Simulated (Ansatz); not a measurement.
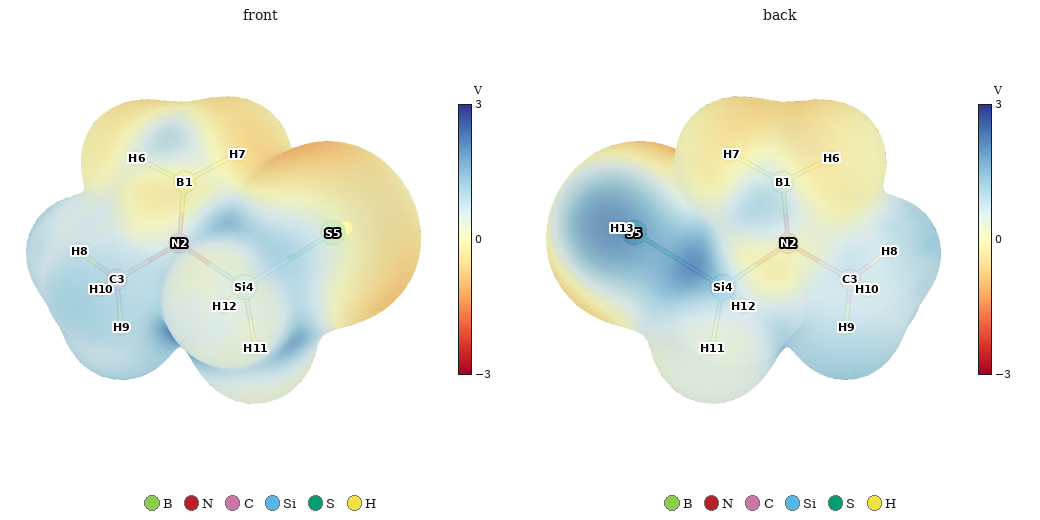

Figure 1: CH8BNSSi (SMILES BN(C)[SiH2]S). The electrostatic potential painted on the density surface at 0.004 e/bohr³, seen from the front and from behind; red is negative and blue positive.

Theory: RKS r2SCAN/def2-SVP in Ansatz.

```xyz
13

B    -0.2608    0.4210    1.5553
N     0.1783   -0.1522    0.3506
C     0.9567   -1.3956    0.3285
Si   -0.1854    0.4701   -1.2722
S    -1.0761    2.4095   -1.3218
H     0.0271   -0.1232    2.5986
H    -0.9189    1.4327    1.5365
H     1.1242   -1.7470    1.3561
H     0.4290   -2.1920   -0.2268
H     1.9389   -1.2457   -0.1535
H    -1.0447   -0.5432   -1.9542
H     1.0923    0.6137   -2.0260
H    -2.2401    2.0173   -0.7563
```

Question: Where is the surface potential most negative and most positive?

Answer: The most negative region (about −1.0 V, or −23 kcal/mol for a unit charge) lies over S5, the most positive (about +2.1 V, or +48 kcal/mol for a unit charge) over Si4 and H13.
